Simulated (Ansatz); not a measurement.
A series of calculations on CH6BNS

## 1. Relaxation

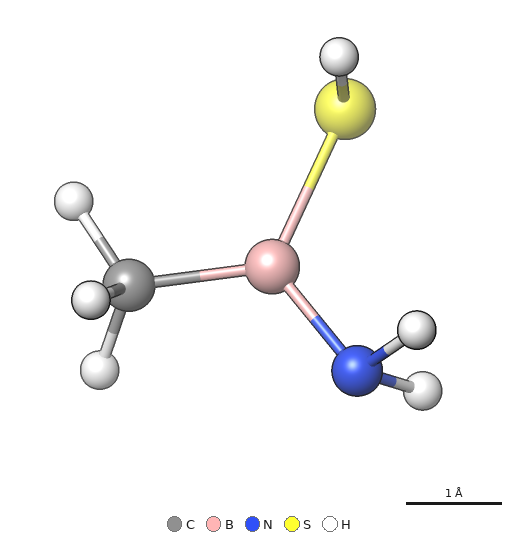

Starting structure of CH6BNS (coarse preliminary run). The picture is a ball-and-stick view, seen face on.

Level of theory: Ansatz 0.2.0, RKS PBE-D4/def2-SVP.

Input file:
```yaml
crystal:
  periodic: [false, false, false]
  atoms:
    - {symbol: C, position_ang: [-1.035400, 0.521600, -0.662900]}
    - {symbol: B, position_ang: [0.113800, -0.234400, -0.012600]}
    - {symbol: N, position_ang: [0.014500, -0.619000, 1.443000]}
    - {symbol: S, position_ang: [1.704100, -0.680300, -1.041700]}
    - {symbol: H, position_ang: [-0.862100, 0.760100, -1.761300]}
    - {symbol: H, position_ang: [-1.224600, 1.546000, -0.144500]}
    - {symbol: H, position_ang: [-1.986200, -0.032700, -0.594900]}
    - {symbol: H, position_ang: [0.191200, -1.641500, 1.498200]}
    - {symbol: H, position_ang: [0.886700, -0.186500, 1.967200]}
    - {symbol: H, position_ang: [2.281100, 0.515400, -0.687500]}
basis:
  gaussian: {orbitals: def2-SVP}
hamiltonian: {xc: pbe, dispersion: d4}
relax: {f_tol: 0.03, max_steps: 250}
```

What does the optimiser find from here?

Answer. The atom that moves furthest after the best rigid fit is H10 (1.53 Å). By element the largest moves are H 1.53 Å, N 0.51 Å, S 0.45 Å, B 0.21 Å, C 0.12 Å. Near-neighbour distances that change, for instance: B2–S4 1.946 → 1.840 Å, B2–N3 1.509 → 1.409 Å, N3–H9 1.106 → 1.020 Å, C1–B2 1.522 → 1.585 Å. Bond angles that change, for instance: B2–N3–H8 106.9° → 124.7°, B2–N3–H9 107.8° → 121.7°, H8–N3–H9 103.0° → 113.6°. Groups turn about B2–S4 by about 90°, C1–B2 by about 55°. The optimiser took 16 steps. The run took about 30 core-seconds on a shared host.

The structure at the end:

```xyz
10

C    -1.1180    0.5876   -0.6051
B     0.2275   -0.0772   -0.0962
N     0.4306   -0.3819    1.2645
S     1.5032   -0.4408   -1.3706
H    -0.9197    1.4847   -1.2275
H    -1.7872    0.8928    0.2253
H    -1.6841   -0.1188   -1.2487
H     1.2698   -0.8206    1.6421
H    -0.2743   -0.1738    1.9720
H     2.4352   -1.0033   -0.5527
```

The end point in the same view:

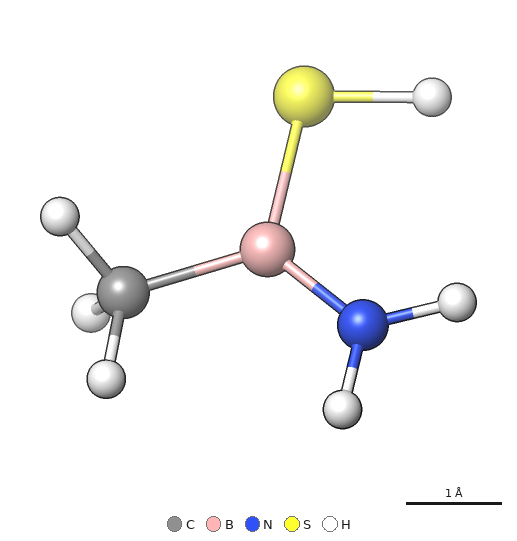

## 2. Relaxation

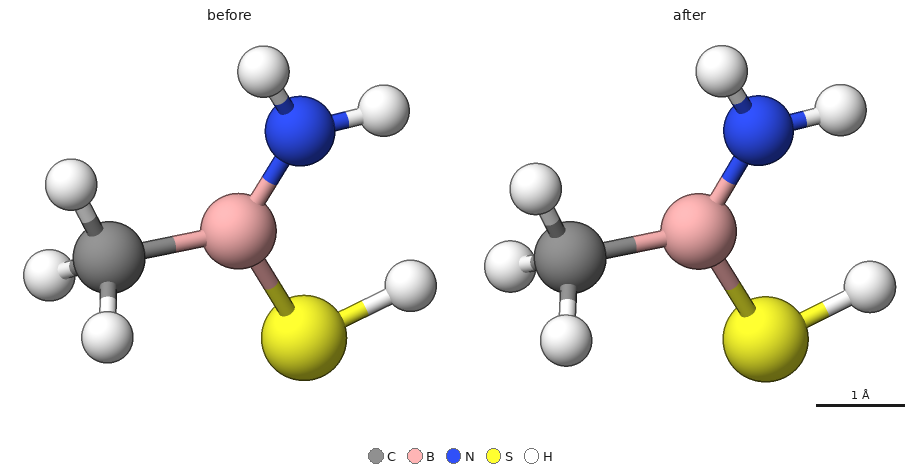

The structure of CH6BNS before (left) and after (right) a relaxation, at one scale.

A ball-and-stick model, seen at a tilt.

Computed with Ansatz, RKS PBE0-D4/def2-TZVP. Settings: force threshold 0.005 eV/Å; at most 200 steps.

Q: What changed between the two?

A: Over 13 accepted moves (15 points after the start) the energy falls by 0.80 kcal/mol. Largest force component: 0.54 eV/Å at the start, 0.0035 eV/Å at the end. The line search rejected the trial steps at points 12, 14 of the run. The forces were under the threshold at step 10, but the run went on from there. The largest move after the best rigid fit is that of an H atom, 0.10 Å. By element the largest moves are H 0.10 Å, S 0.06 Å, N 0.03 Å, B 0.01 Å, C 0.01 Å. Among the contacts that change: H–S 1.362 → 1.343 Å, C–H 1.111 → 1.094 Å, H–N 1.019 → 1.005 Å, B–C 1.585 → 1.572 Å.

## 3. Scan

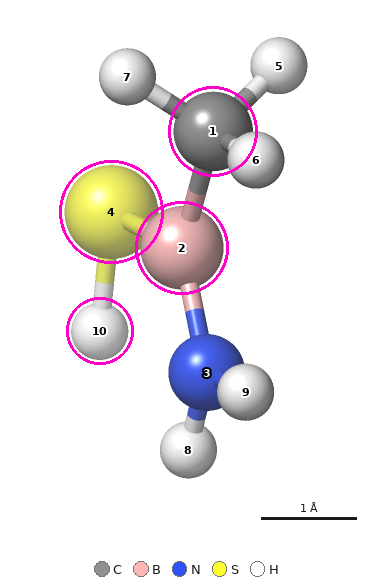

CH₆BNS: the C1–B2–S4–H10 dihedral angle is varied, with the rest of the molecule carried along rigidly. The picture shows the minimum geometry. The ringed atoms are those of the scanned coordinate. The picture is a ball-and-stick view, seen almost along the central bond, with a slight tilt.

Computed with Ansatz: r2SCAN-D4, PBE-D4, basis def2-TZVPP, on geometries moved rigidly from the minimum at PBE0-D4/def2-TZVP. Energies are counted from the PBE0-D4/def2-TZVP minimum geometry at the same level.

```xyz
10

C    -1.1115    0.5886   -0.5930
B     0.2130   -0.0984   -0.0967
N     0.4603   -0.3156    1.2610
S     1.4130   -0.5998   -1.3819
H    -0.8936    1.4929   -1.1688
H    -1.7741    0.8682    0.2301
H    -1.6699   -0.0741   -1.2609
H     1.2886   -0.7506    1.6270
H    -0.1991   -0.0396    1.9680
H     2.3564   -1.1230   -0.5818
```

### What energies does the calculation give (the dihedral: 21.9, 57.9, 93.9, 129.9, 165.9, 180.1, 201.9, 237.9, 273.9, 309.9, 345.9°)?

Energies in kJ/mol.

```
dihedral angle (°)  r2SCAN-D4  PBE-D4
              21.9        5.7     5.6
              57.9       24.5    23.5
              93.9       35.4    33.9
             129.9       20.5    19.5
             165.9        2.0     1.9
             180.1        0.0     0.0
             201.9        4.6     4.3
             237.9       25.2    24.0
             273.9       35.2    33.8
             309.9       20.1    19.2
             345.9        3.4     3.4
```

With r2SCAN-D4: of the computed points the lowest is at the dihedral 180.1°, 0.0 kJ/mol. Local maxima lie at 93.9° (35.4 kJ/mol), 273.9° (35.2 kJ/mol). The highest point, at 93.9°, lies 35.4 kJ/mol above the lowest and gives an upper estimate of the barrier to rotation, since the rotor is rigid. At 93.9° the levels give PBE-D4 33.9 kJ/mol, r2SCAN-D4 35.4 kJ/mol.

The computed profile:

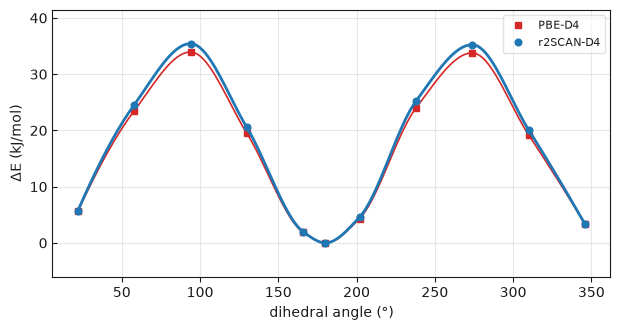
